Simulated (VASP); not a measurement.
Energy against volume of InSb (zinc blende). Level of theory: HSE06 screened hybrid, VASP's PBE PAW potentials (set 64) (plane waves; VASP).

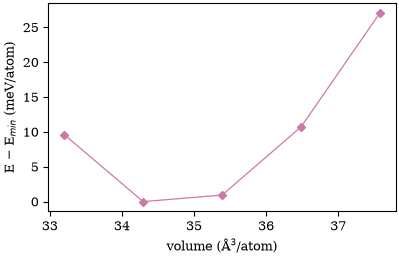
Figure: Energy against volume

Problem. Estimate the equilibrium volume and the bulk modulus.

Solution. The minimum lies near 34.7 Å³/atom, and the curvature gives B0 of about 46 GPa.

Measured: bulk modulus 46.1 GPa at 0 K (computed value off by -1.1 %), as given by Daniel Mejia-Rodriguez et al., Physical Review B (2018), arXiv:1807.09216 [0 K value with the zero-point phonon effect removed]; a 6.468 Å at 0 K (computed value off by +0.9 %), as given by Daniel Mejia-Rodriguez et al., Physical Review B (2018), arXiv:1807.09216 [static lattice: zero-point anharmonic expansion removed].

The compound is InSb in the zinc blende structure. It was relaxed first. The cell's shape comes from a PBE relaxation.
